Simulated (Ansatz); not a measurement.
# H8NSi2···H···H2O: what the fields show

Input file:

```
crystal:
  periodic: [false, false, false]
  atoms:
    - {symbol: Si, position_ang: [-0.373013, -0.852492, -0.367219]}
    - {symbol: H, position_ang: [-0.185118, 0.414808, 1.120353]}
    - {symbol: H, position_ang: [-0.410763, -1.736627, -1.601277]}
    - {symbol: H, position_ang: [-0.306964, -1.852262, 0.727485]}
    - {symbol: Si, position_ang: [-2.200932, 0.577483, -0.502709]}
    - {symbol: H, position_ang: [1.844103, 0.051351, 0.312399]}
    - {symbol: N, position_ang: [1.305730, -0.152177, -0.741735]}
    - {symbol: H, position_ang: [0.769115, 0.477440, 1.469595]}
    - {symbol: O, position_ang: [1.993879, 0.471220, 1.531096]}
    - {symbol: H, position_ang: [-2.877734, 0.628111, 0.818511]}
    - {symbol: H, position_ang: [-1.659736, 1.930273, -0.820690]}
    - {symbol: H, position_ang: [-3.203269, 0.234419, -1.554818]}
    - {symbol: H, position_ang: [1.225169, 0.758470, -1.185999]}
    - {symbol: H, position_ang: [1.820433, -0.754747, -1.375728]}
    - {symbol: H, position_ang: [2.259300, -0.195170, 2.170736]}
basis:
  gaussian: {orbitals: def2-TZVPP}
hamiltonian: {xc: pbe0, dispersion: d4}
output: {orbitals: {seedname: orbitals}}
```

Command:

```sh
ansatz run in.yaml --threads 8 --pin off --events-out ev --progress --plain --max-ram 19148MiB
```

A transition-state structure; geometry: PBE0-D4/def2-TZVP.

These are results of RKS PBE0-D4/def2-TZVPP (Ansatz 0.2.0), not measurements.

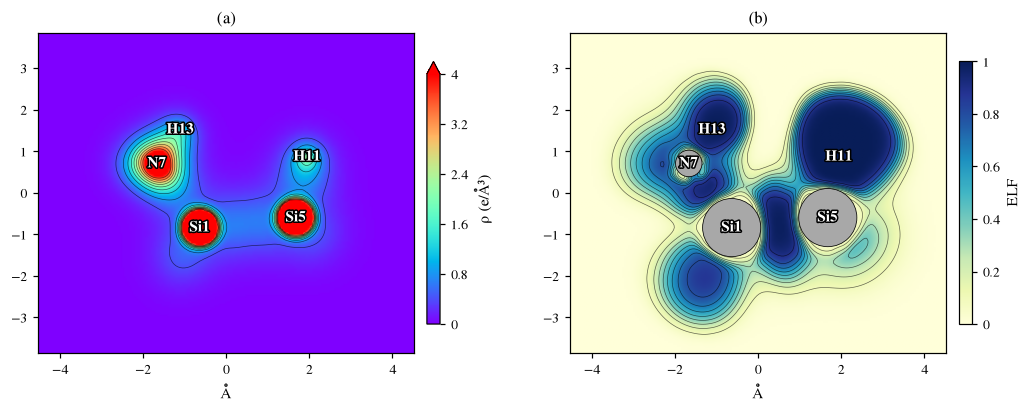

Figure 1. (a) total electron density; (b) electron localisation function on the plane of atoms Si5, Si1 and N7. Grey discs cover the atomic cores in the ELF map.

Question: Interpret the plot.

Answer: The plane passes through Si, N and H nuclei. Si–N (1.86 Å): ρ at the midpoint is about 0.88 e/Å³; the ELF peaks at about 0.95 between the atoms: a polar covalent bond. Si–Si (2.32 Å): ρ is about 0.65 e/Å³ halfway; the ELF peaks at about 1 between the atoms, as expected for a covalent bond. N–H (1.02 Å): ρ at the midpoint is about 2.9 e/Å³; the ELF climbs to about 1 towards the hydrogen, as it does in any bond to H: an ordinary covalent bond to hydrogen. Si–H (1.49 Å): ρ at the midpoint is about 0.79 e/Å³; the ELF climbs to about 1 towards the hydrogen.

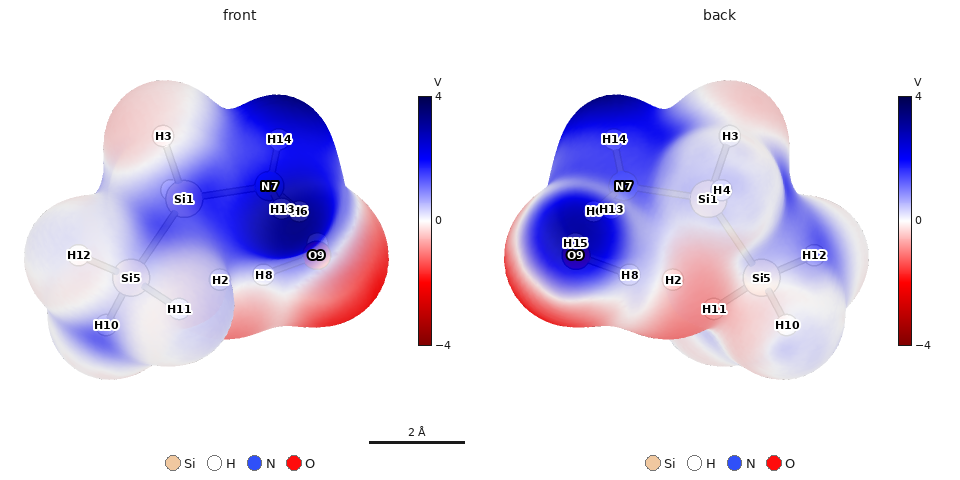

Figure 2. The electrostatic potential painted on the density surface at 0.004 e/bohr³, seen from the front and from behind; red is negative and blue positive.

Question: Where is the surface potential most negative and most positive?

Answer: The most negative region (about −1.8 V) lies over O9, the most positive (about +3.3 V) over H13 and H14. O9 is the likeliest acceptor of a hydrogen bond.

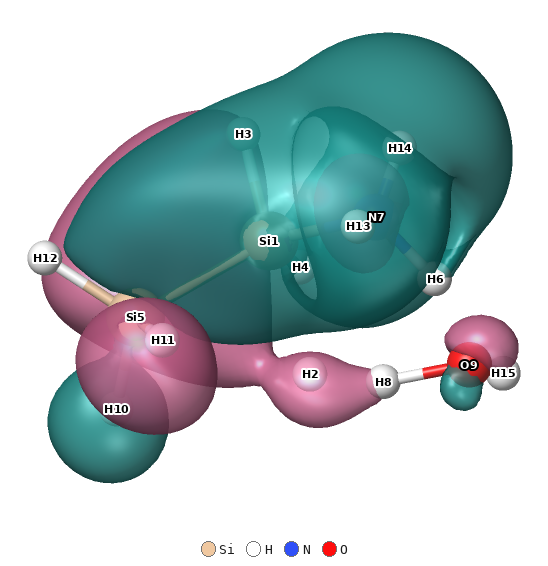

Figure 3. One frontier orbital at ±0.06 Å⁻³ᐟ² (teal and pink are the two phases), seen across its widest extent.

Question: Which orbital is it: HOMO or LUMO?

Answer: The LUMO, at −0.36 eV. Its weight (Hirshfeld) is mainly on Si1 (about 30 %), Si5 (about 20 %), N7 (about 10 %), H13 (about 10 %) and H14 (about 5 %).
